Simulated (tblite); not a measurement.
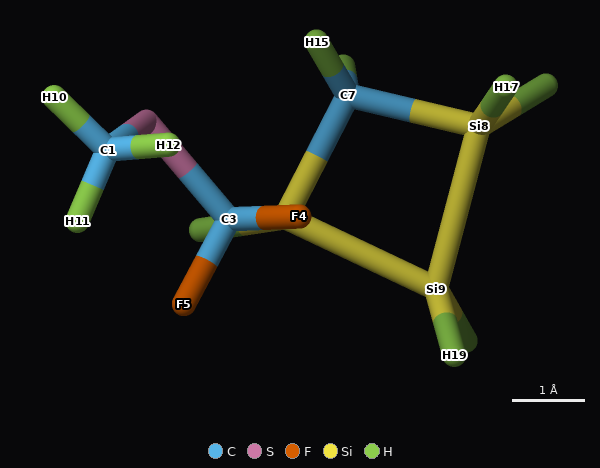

The structure (stick view, seen at a tilt; atoms are numbered from 1 in the order of the input). Bond lengths as drawn: C–F 1.37 Å, C–H 1.08 to 1.09 Å, C–S 1.81 to 1.82 Å, C–Si 1.92 to 1.95 Å, H–Si 1.47 Å and Si–Si 2.34 to 2.36 Å.

# Frequency calculation of C$_{3}$H$_{10}$F$_{2}$SSi$_{3}$

C$_{3}$H$_{10}$F$_{2}$SSi$_{3}$, SMILES CSC(F)(F)[Si@H]1C[SiH2][SiH2]1, computed with GFN2-xTB harmonic vibrations, gas phase (tblite 0.8.0).

It belongs to a series of runs on one base structure; here: H on C replaced by SCH3.

The input:
```
{"job": {"kind": "ir", "xc": "GFN2-xTB", "basis": "xTB"}, "charge": 0, "multiplicity": 1}
C      3.603214    -0.364296     0.516133
S      2.035717    -0.318133     1.435019
C      0.889208    -0.804271     0.115415
F      0.986808     0.090130    -0.922485
F      1.300827    -1.986958    -0.435132
Si    -0.958399    -0.925154     0.722237
C     -1.360880     0.828640     1.405540
Si    -2.254740     1.671876    -0.093651
Si    -2.302033    -0.442697    -1.137002
H      4.386843    -0.138496     1.231348
H      3.741528    -1.359207     0.102666
H      3.578551     0.384880    -0.270207
H     -0.865975    -2.003144     1.715175
H     -2.022773     0.767084     2.267837
H     -0.481601     1.369530     1.749707
H     -3.509058     2.313478     0.322645
H     -1.431510     2.734099    -0.678049
H     -3.583468    -1.164161    -1.133649
H     -1.762064    -0.643949    -2.485251
```

The first line tells a small driver script what to run in tblite; the rest is the geometry in Å.

Run as:
```bash
OMP_NUM_THREADS=1 python <driver script> task.json out
```

Log:
```
mode    cm-1     km/mol
  1      21.6      0.01
  2      37.5      0.21
  3      64.0      4.99
  4      72.8      0.45
  5     120.4      0.13
  6     124.0      3.66
  7     150.3      6.85
  8     196.4      1.35
  9     220.2      1.48
 10     300.5     16.21
 11     311.5     33.48
 12     333.6     20.22
 13     340.1      2.15
 14     376.6     16.22
 15     396.0      6.76
 16     404.6      4.38
 17     428.0     39.81
 18     434.5      2.90
 19     464.7    112.89
 20     494.6      4.70
 21     564.8    179.84
 22     569.9     27.26
 23     616.5     97.33
 24     631.4    116.56
 25     671.8    260.95
 26     688.9    100.75
 27     722.7     71.20
 28     729.9    207.04
 29     786.7     23.52
 30     793.4    264.42
 31     813.8    145.65
 32     931.6    106.16
 33     950.8     37.71
 34     955.7      7.65
 35     958.6     19.03
 36    1055.2     50.72
 37    1104.5     61.02
 38    1313.8      2.58
 39    1444.7      5.55
 40    1445.0      5.41
 41    1464.9      4.14
 42    2170.0    172.93
 43    2190.7    399.05
 44    2198.5    198.02
 45    2214.5    409.42
 46    2229.4    314.76
 47    2993.6     26.26
 48    3008.3      5.82
 49    3029.7      2.24
 50    3037.0      4.47
 51    3062.8      4.59
```

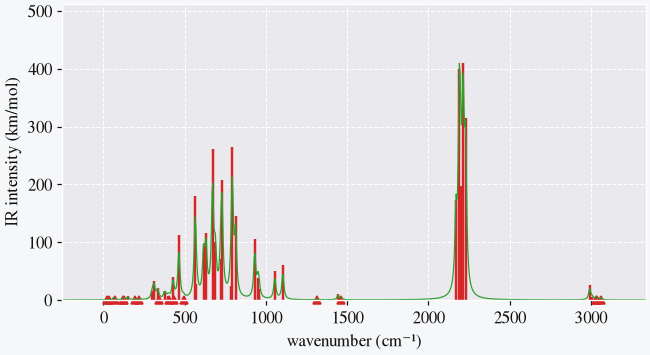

Harmonic infrared spectrum, unscaled: sticks (degenerate modes added up, dark ones marked on the axis) with a Lorentzian envelope of 16 cm⁻¹ full width, scaled to the tallest stick. 51 modes from 22 to 3063 cm⁻¹, none imaginary. The strongest line is at 2214 cm⁻¹ (409 km/mol).

Results in brief:

- outcome: converged
- total energy: −798.8910 eV
- zero-point energy: 72.3950 kcal/mol
- hardware: 1 CPU thread, shared host
- wall time: 2 s
- peak memory: 0.18 GiB
